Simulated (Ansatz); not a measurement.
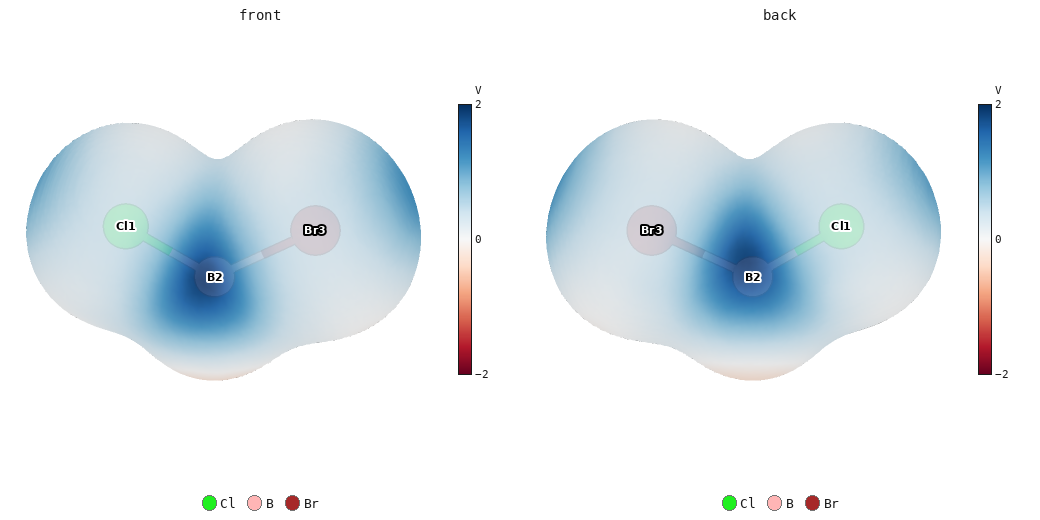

BBrCl (doublet). The electrostatic potential painted on the density surface at 0.004 e/bohr³, seen from the front and from behind; the colour scale runs from red (negative) to blue (positive).

Geometry: PBE0-D4/def2-TZVP.

The calculation used Ansatz, UKS PBE0-D4/def2-TZVPP.

```xyz
3

Cl   -0.1554    1.5633    0.0766
B    -0.4799   -0.0853   -0.2694
Br    0.6243   -1.5428    0.1796
```

Describe the electrostatic potential map.

The most negative region (about −0.2 V) lies over Cl1, the most positive (about +1.8 V) over B2. Cl1 shows a σ-hole: about +1.0 V at the tip opposite its bond, against about +0.2 V on its flanks. Br3 shows a σ-hole: about +1.2 V at the tip opposite its bond, against about +0.1 V on its flanks.
